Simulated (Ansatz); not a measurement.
A series of calculations on NaLi3S2

## 1. Relaxation

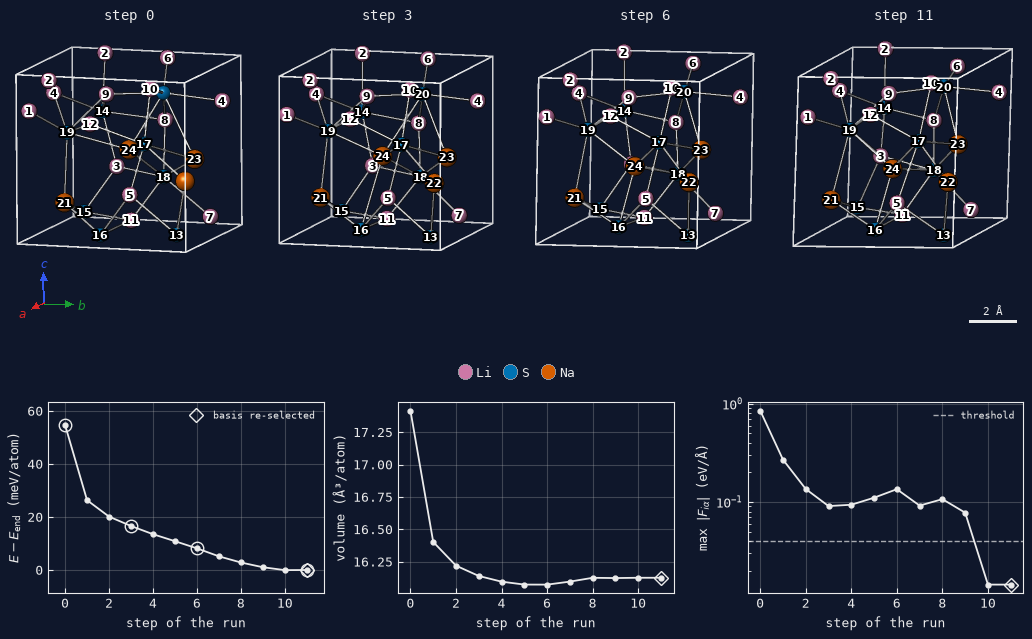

Frames of a relaxation of an amorphous cell of composition NaLi$_{3}$S$_{2}$ (coarse preliminary run), marked on the history of the run. A ball-and-stick model of the cell of the calculation (origin shifted), seen slightly off an axis.

Case: the last frame of the dynamics.

Theory: DFT PBE+D3(BJ), scalar-relativistic, plane waves, PAW in Ansatz.

Input file:
```yaml
crystal:
  lattice:
    - [7.42985, 0.077124, 0.083273]
    - [0.077124, 7.650792, 0.045255]
    - [0.083273, 0.045255, 7.355529]
  atoms:
    - { symbol: Li, position: [0.0527666696, 0.7523179463, 0.3180804655] }
    - { symbol: Li, position: [0.2548713439, 0.9388863887, 0.5410362324] }
    - { symbol: Li, position: [0.4240808739, 0.0602346342, 0.9044610756] }
    - { symbol: Li, position: [0.5869164484, 0.7430749842, 0.3511265223] }
    - { symbol: Li, position: [0.1221472311, 0.3689074519, 0.8649531401] }
    - { symbol: Li, position: [0.3017129914, 0.3250203076, 0.5387237517] }
    - { symbol: Li, position: [0.4428387715, 0.6194364293, 0.6386725854] }
    - { symbol: Li, position: [0.3368824049, 0.3193766038, 0.1782396558] }
    - { symbol: Li, position: [0.570314274, 0.049953407, 0.3543259254] }
    - { symbol: Li, position: [0.916295017, 0.4268881262, 0.4593895911] }
    - { symbol: Li, position: [0.6655986242, 0.2238299578, 0.6335081689] }
    - { symbol: Li, position: [0.0559497892, 0.1143760393, 0.2599726813] }
    - { symbol: S, position: [0.1007771878, 0.638548534, 0.639065511] }
    - { symbol: S, position: [0.317481716, 0.9412882757, 0.2059664196] }
    - { symbol: S, position: [0.5389927431, 0.9024694605, 0.6472728533] }
    - { symbol: S, position: [0.0322056953, 0.1629003557, 0.6036926778] }
    - { symbol: S, position: [0.0423125964, 0.4302757765, 0.1542430212] }
    - { symbol: S, position: [0.4710854569, 0.3526420734, 0.8651583691] }
    - { symbol: S, position: [0.8198875415, 0.8988797971, 0.1615442142] }
    - { symbol: S, position: [0.5713378487, 0.3887212474, 0.3785105802] }
    - { symbol: Na, position: [0.875025561, 0.898726598, 0.756420089] }
    - { symbol: Na, position: [0.1776003884, 0.7163190835, 0.9714848196] }
    - { symbol: Na, position: [0.6859468317, 0.6095566135, 0.0165724206] }
    - { symbol: Na, position: [0.7506384229, 0.241924611, 0.0652038324] }
  symmetry: { detect: false }
basis:
  ecutwfc: 420
kpoints:
  mp_grid: { grid: [2, 2, 2], shift: [0.5, 0.5, 0.5] }
hamiltonian:
  xc: pbe
  dispersion: d3bj
scf:
  occupations: { method: gaussian, width: 0.1 }
  lower_state_search: "off"
output:
  forces: true
  stress: true
  eigenvalues: true
relax:
  adjacent_minimum: "off"
  f_tol: 0.04
  max_steps: 70
  cell: { stress_tol: 0.3 }
```

Launched with:
```bash
ansatz run input.yaml --threads 2 --pin off --max-ram 5120MiB --backend cpu --events-out ev --progress --plain --runs-dir out
```

Q: Describe the path.

A: The largest move relative to the cell is that of Na24, 1.13 Å along [3 −1 −3]. By element the largest moves are Na 1.13 Å, Li 0.96 Å, S 0.33 Å. The volume changes by −7.4 %, with a 7.431 → 7.278 Å (−2.1 %), b 7.651 → 7.261 Å (−5.1 %), c 7.356 → 7.353 Å (0.0 %), α 89.3° → 85.2°, β 88.7° → 90.5°, γ 88.8° → 88.4°. Near-neighbour distances that change, for instance: S20–Na24 2.866 → 4.259 Å, S16–Na24 3.993 → 2.728 Å, Li3–S19 3.714 → 2.537 Å, Li6–S17 3.534 → 2.468 Å. New bonds form: Li3–S19 (3.71 → 2.54 Å), Li6–S17 (3.53 → 2.47 Å), S15–Na22 (3.84 → 3.11 Å), S16–Na24 (3.99 → 2.73 Å). Bonds break: Li6–S18 (2.75 → 3.79 Å), S20–Na24 (2.87 → 4.26 Å). Among the angles between lasting bonds that change: S16–Li5–S18 104.8° → 131.3°, S18–Na24–S19 124.7° → 99.0°, S17–Na23–S20 74.2° → 97.2°. The energy falls by 54.7 meV per atom in 10 accepted moves (11 points after the start). The largest force component goes from 0.85 to 0.014 eV/Å. Pressure: −1.67 GPa at the start and 0.02 GPa at the end. The SCF was repeated once at an unchanged geometry on a basis and grid sized afresh for the cell, which shifted the energy by less than 0.05 meV per atom at most. Cost: 3.8 min on 2 threads of Arm Neoverse N1, with other jobs on the host, peak memory 0.73 GiB. From step 0 to 3: Na22 moves most (0.46 Å), volume −7.3 %, energy −38.1 meV per atom. From step 3 to 6: Na24 moves most (0.58 Å), volume −0.4 %, energy −8.4 meV per atom. From step 6 to 11: Li3 moves most (0.72 Å), volume +0.3 %, energy −8.2 meV per atom.

```tsv
step	E − E(0), meV/atom	largest force component, eV/Å	pressure, GPa	volume, Å³/atom	note
0	0.00	0.8516	-1.67	17.417	
1	-28.34	0.2699	-0.11	16.403	
2	-34.53	0.1356	0.02	16.220	
3	-38.07	0.0909	0.03	16.140	
4	-41.16	0.0937	0.00	16.096	
5	-43.80	0.1105	0.01	16.074	
6	-46.50	0.1349	0.05	16.074	
7	-49.51	0.0919	0.06	16.097	
8	-51.84	0.1069	0.03	16.126	
9	-53.63	0.0778	0.01	16.124	
10	-54.72	0.0144	0.02	16.127	
11	-54.67	0.0144	0.02	16.127	same geometry, new basis
```

Limits of the set-up: the periodic images lie only 7.4 Å apart, so the values are limited by the cell's size.

## 2. Dynamics

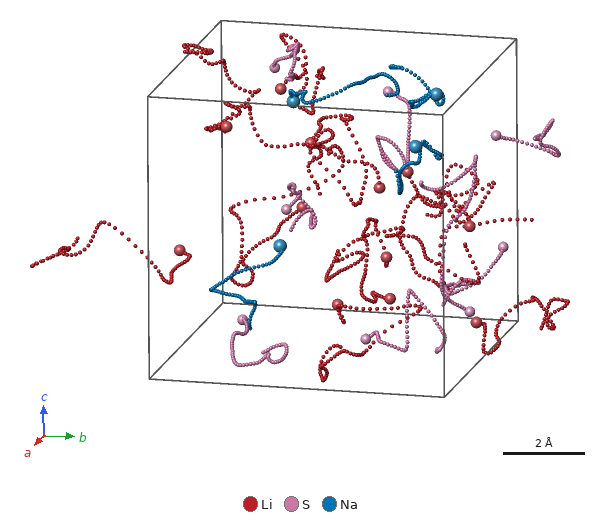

Molecular dynamics of an amorphous cell of composition NaLi3S2 (24 atoms in the cell), 364 fs long. Dots mark each atom's position at evenly spaced times, in the colour of its element; spheres stand at the starting positions. Seen slightly off an axis in the simulation cell.

These are results of DFT PBE+D3(BJ), scalar-relativistic, plane waves, PAW in Ansatz, not measurements. Set-up: plane-wave cutoff 420 eV; k-point mesh 1 × 1 × 1; Fermi-Dirac smearing 0.155 eV; set temperature 1800 K; time step 1.5 fs.

Q: Describe the motion.

A: Root-mean-square distances from the starting positions over the second half, with the common drift of all atoms taken out: Li 2.49 Å, S 2.08 Å, Na 1.86 Å. That is a large part of the typical shortest distance between atoms in the first frame, about 2.3 Å and still growing: the atoms leave their places as in a liquid. Bond changes: one S–S bond breaks at about 116 fs.

Limits of the set-up: the periodic images lie only 7.4 Å apart, so the values are limited by the cell's size.

The run took 12 min on 2 threads of Arm Neoverse N1, with other jobs on the host, peak memory 0.55 GiB.

## 3. Dynamics

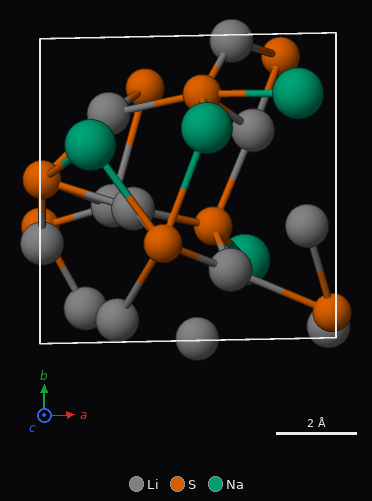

Starting frame of a dynamics run of an amorphous cell of composition NaLi3S2 (24 atoms in the cell). It starts from the last geometry of an earlier run, with fresh velocities. A ball-and-stick model of the simulation cell, seen along the c axis. Bonds to atoms that aren't drawn are left out.

All numbers below come from DFT PBE+D3(BJ), scalar-relativistic, plane waves, PAW in Ansatz.

The input:
```yaml
crystal:
  lattice:
    - [7.42985, 0.077124, 0.083273]
    - [0.077124, 7.650792, 0.045255]
    - [0.083273, 0.045255, 7.355529]
  atoms:
    - { symbol: Li, position: [0.9708152586, 0.0336356555, 0.3819571002] }
    - { symbol: Li, position: [0.2283088307, 0.744836261, 0.4509068417] }
    - { symbol: Li, position: [0.527557601, 0.0015178759, 0.0609476906] }
    - { symbol: Li, position: [0.7156172809, 0.6814599578, 0.4303850367] }
    - { symbol: Li, position: [0.8984098464, 0.3643951123, 0.8687723417] }
    - { symbol: Li, position: [0.2573400534, 0.0678346792, 0.7095560178] }
    - { symbol: Li, position: [0.3109242218, 0.4328843463, 0.6691570752] }
    - { symbol: Li, position: [0.2412135707, 0.4435897026, 0.3062934198] }
    - { symbol: Li, position: [0.6432334095, 0.9763536124, 0.4728797246] }
    - { symbol: Li, position: [0.0035174547, 0.3243229823, 0.4374724067] }
    - { symbol: Li, position: [0.6394664225, 0.225581279, 0.7506927681] }
    - { symbol: Li, position: [0.1501717431, 0.1086680406, 0.0506409264] }
    - { symbol: S, position: [0.0029551922, 0.5338795705, 0.60386464] }
    - { symbol: S, position: [0.3512138659, 0.8278556152, 0.1712189643] }
    - { symbol: S, position: [0.5439307651, 0.8043952494, 0.6548433916] }
    - { symbol: S, position: [0.9831121824, 0.0791290094, 0.6882593926] }
    - { symbol: S, position: [0.997624555, 0.3787584168, 0.1472191796] }
    - { symbol: S, position: [0.4117075192, 0.3160904063, 0.9547879264] }
    - { symbol: S, position: [0.8089760818, 0.9223156232, 0.143817735] }
    - { symbol: S, position: [0.5810407917, 0.3704910705, 0.4676254033] }
    - { symbol: Na, position: [0.8682233545, 0.7997752845, 0.781075494] }
    - { symbol: Na, position: [0.1662369784, 0.6443349477, 0.949617892] }
    - { symbol: Na, position: [0.5596050919, 0.692147065, 0.9602414462] }
    - { symbol: Na, position: [0.6877613245, 0.2576159885, 0.141082092] }
  symmetry: { detect: false }
basis:
  ecutwfc: 420
  xc_grid: 1
kpoints:
  mp_grid: { grid: [1, 1, 1], shift: [0.25, 0.25, 0.25] }
hamiltonian:
  xc: pbe
  dispersion: d3bj
scf:
  occupations: { method: fermi_dirac, width: 0.112 }
  lower_state_search: "off"
  convergence: { dr2_threshold: 1.0e-05 }
output:
  forces: true
  stress: true
md:
  timestep: 1.5
  n_steps: 169
  ensemble: nvt_langevin
  friction: 0.005
  temperature: 1300.0
  initial_velocities: maxwell_boltzmann
  seed: 93643
```

Launched with:
```bash
ansatz run input.yaml --threads 2 --pin off --max-ram 5120MiB --backend cpu --events-out ev --progress --plain --runs-dir out
```

Q: What does the trajectory do?

A: The mean temperature in the second half is 1385 K (standard deviation 144 K). The potential energy is still drifting at the end, so the run hasn't reached equilibrium. The potential energy in the second half lies on average 109 meV per atom below the first frame. The mean pressure there is 2.0 GPa. In the second half of the run the atoms are, in the root-mean-square, this far from where they began (common drift taken out): Li 1.62 Å, Na 0.80 Å, S 0.75 Å. Against the typical shortest distance between atoms in the first frame, about 2.3 Å these are large excursions, but over 254 fs one can't yet tell strong vibration from the start of diffusion. 3 of the 24 free atoms end more than three quarters of that spacing from the start.

Along the run (each row but the first and the last is the mean over the interval that it begins):

```csv
time (fs),potential energy (meV/atom),T (K),p (GPa)
0.0,0.0,1246,3.1
24.0,-108.4,1774,1.9
48.0,-93.3,1412,2.1
72.0,-97.2,1456,2.2
96.0,-106.6,1628,1.6
120.0,-102.2,1636,1.1
144.0,-98.1,1387,1.8
168.0,-100.6,1352,2.6
192.0,-111.8,1389,2.3
216.0,-125.6,1369,2.1
240.0,-129.5,1432,1.7
```

The paths of the atoms:

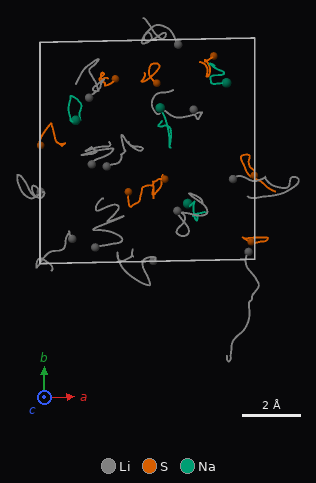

Limits of the set-up: the periodic images lie only 7.4 Å apart, so the values are limited by the cell's size.

Cost: 7.2 min on 2 threads of Arm Neoverse N1 (shared host), peak memory 0.51 GiB.
